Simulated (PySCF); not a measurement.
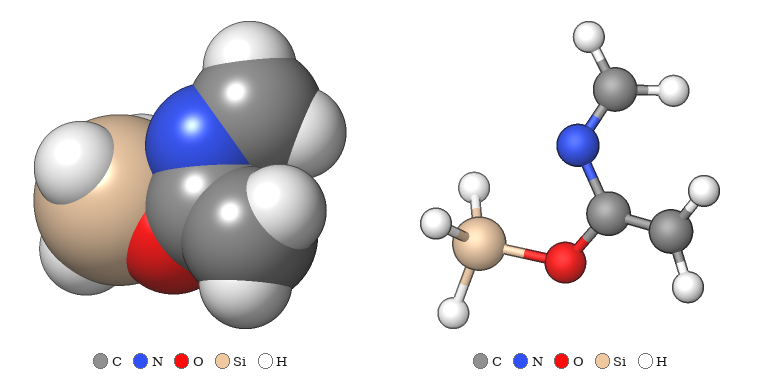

Two views of one molecule.

Computed geometry: PBE0-D3(BJ)/def2-SVP optimisation. No frequency run is at hand to confirm it as a minimum.

Question: Count the atoms of each element.

Answer: C₃H₇NOSi, 13 atoms: 3 carbon, 7 hydrogen, 1 nitrogen, 1 oxygen and 1 silicon.

Question: Write the SMILES.

Answer: C=NC(=C)O[SiH3]

Question: Give the symmetry (Schoenflies symbol).

Answer: C1.

Question: Count the bonded pairs by element.

Answer: 4 C–H, 3 Si–H, 2 C–N, 1 C–C, 1 C–O, 1 O–Si.

The parts below concern this one geometry. Atoms keep their numbers from picture to picture.

## Shape

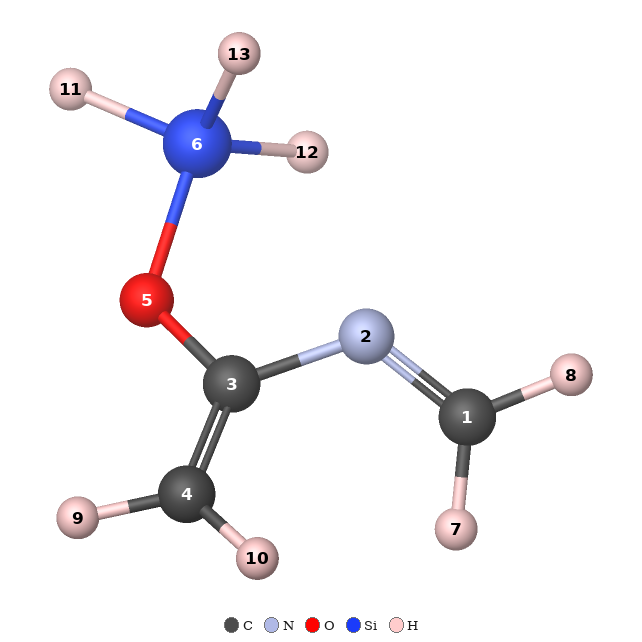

The atoms are numbered. No frequency run is at hand to confirm it as a minimum.

List the bonds and their lengths.

```
   bond  length (Å)   order
  C1–N2       1.266  double
  C1–H7       1.105  single
  C1–H8       1.098  single
  N2–C3       1.399  single
  C3–C4       1.342  double
  C3–O5       1.345  single
  C4–H9       1.090  single
 C4–H10       1.089  single
 O5–Si6       1.697  single
Si6–H11       1.489  single
Si6–H12       1.490  single
Si6–H13       1.489  single
```

## Dipole moment

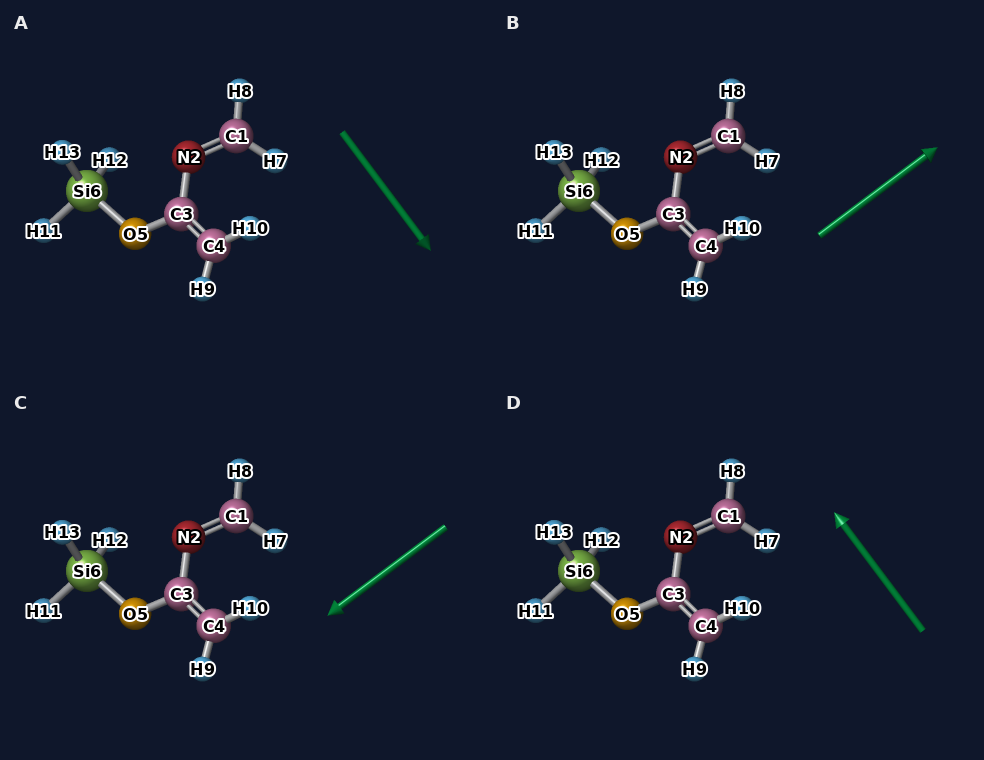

The same molecule four times, each with an arrow. No frequency run is at hand to confirm it as a minimum. Method: PBE0/def2-SVP, gas phase (PySCF 2.14.0).

Question: Which arrow points along the dipole moment, from the negative to the positive end?

Answer: B. The dipole moment is 2.17 D; it points from the side of H11 to the side of H8 (the outermost atoms at the two ends).

## Polarisability

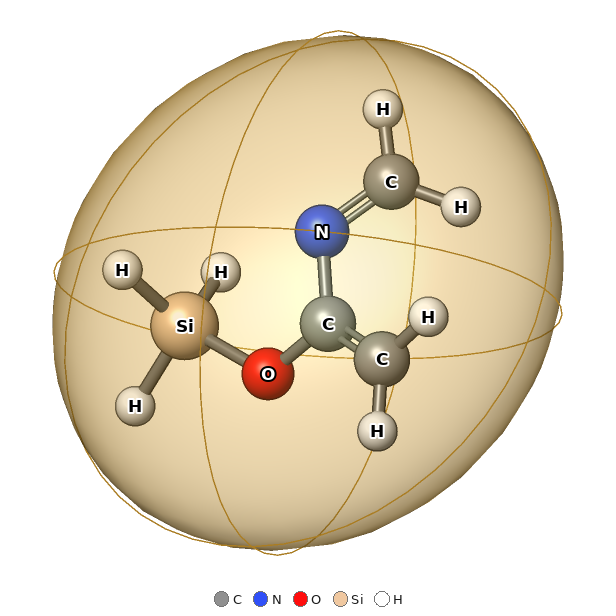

The ellipsoid shows the static dipole polarisability: its half-axes are proportional to the principal values. No frequency run is at hand to confirm it as a minimum. Level of theory: PBE0/6-31+G* (PySCF 2.14.0).

Question: Give the principal values, the mean and the anisotropy.

Answer: Principal values 52.2, 82.1, 86.2 bohr³; mean 73.5 bohr³ (10.89 Å³); anisotropy 32.2 bohr³, so the longest axis is 1.65 times the shortest.

## Excitation

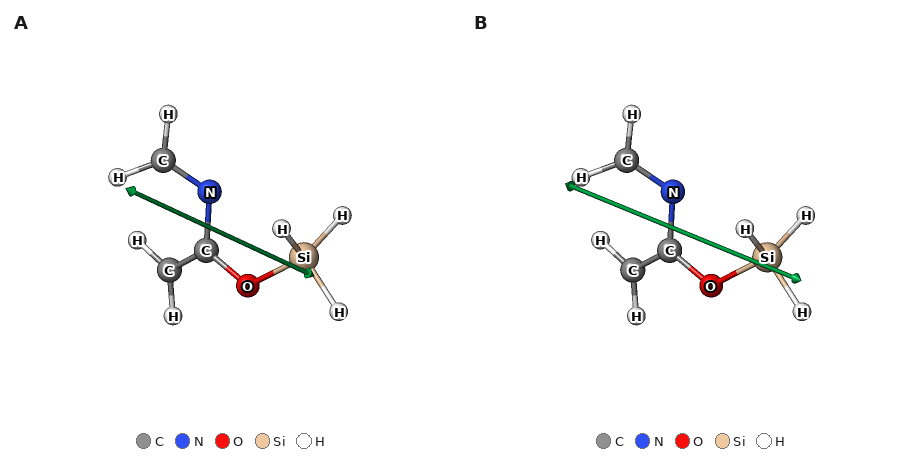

The double arrows show the directions of two transition dipoles from the ground state (lengths mean nothing). No frequency run is at hand to confirm it as a minimum. Level of theory: TDDFT PBE0/def2-TZVPD, vertical, gas phase, core orbitals frozen in the response (PySCF 2.14.0).

Question: One belongs to singlet state 4 and one to singlet state 8. Which is which?

Answer: A: state 4, 6.12 eV (202 nm), oscillator strength 0.017, mainly HOMO → LUMO+2 (weight 0.91).
B: state 8, 6.79 eV (183 nm), oscillator strength 0.036, mainly HOMO → LUMO+5 (weight 0.57).
